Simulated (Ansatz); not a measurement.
Ligand exchange: Ge(CH3)F3 + C3H6F2O → GeH(CH3)F2 + C3H5F3O

Species: Ge(CH3)F3, singlet; C3H6F2O `FCCOCF`, singlet; GeH(CH3)F2, singlet; C3H5F3O `FCOCC(F)F`, singlet. The partners trade F for H: Ge–F and C–H bonds give way to Ge–H and C–F.

Shapes, held fixed at every level: PBE0-D4/def2-TZVP. Flexible molecules stand in one conformer, not always the lowest. Programs: Ansatz 0.2.0. Electronic energies: no zero-point or thermal term.

```json
{"level": "HF/def2-TZVPP", "kind": "Hartree–Fock", "ΔE (kJ/mol)": "+128.1", "less CCSD(T)/def2-TZVPP": "+1.7"}
{"level": "B3LYP-D4/def2-TZVPP", "kind": "global hybrid", "ΔE (kJ/mol)": "+121.4", "less CCSD(T)/def2-TZVPP": "-5.0"}
{"level": "PBE0-D4/def2-TZVPP", "kind": "global hybrid", "ΔE (kJ/mol)": "+118.0", "less CCSD(T)/def2-TZVPP": "-8.4"}
{"level": "wB97M-V/def2-TZVPP", "kind": "range-separated hybrid", "ΔE (kJ/mol)": "+119.3", "less CCSD(T)/def2-TZVPP": "-7.1"}
{"level": "wB97X-V/def2-TZVPP", "kind": "range-separated hybrid", "ΔE (kJ/mol)": "+119.0", "less CCSD(T)/def2-TZVPP": "-7.4"}
{"level": "CCSD/def2-TZVPP", "kind": "coupled cluster or CI", "ΔE (kJ/mol)": "+127.3", "less CCSD(T)/def2-TZVPP": "+0.9"}
{"level": "CCSD(T)/def2-TZVPP", "kind": "coupled cluster or CI", "ΔE (kJ/mol)": "+126.4", "less CCSD(T)/def2-TZVPP": "0.0"}
```

The highest level, CCSD(T)/def2-TZVPP, gives ΔE = +126.4 kJ/mol; the levels span +118.0 to +128.1. The column of differences is taken from that level and isn't an error. No measured value is set beside it here. Relativity is left out for Ge unless named. Correlated rows may include outer-core shells of Ge, which these sets cover unevenly.

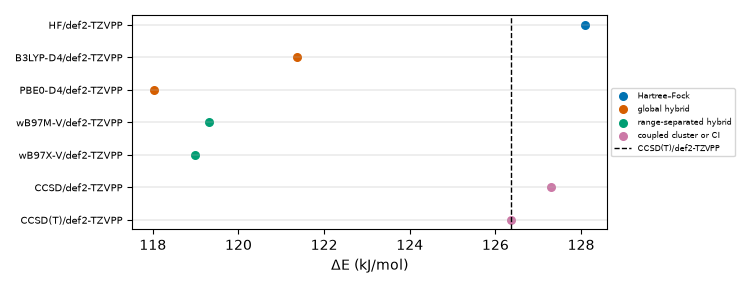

The values of the table, level by level.
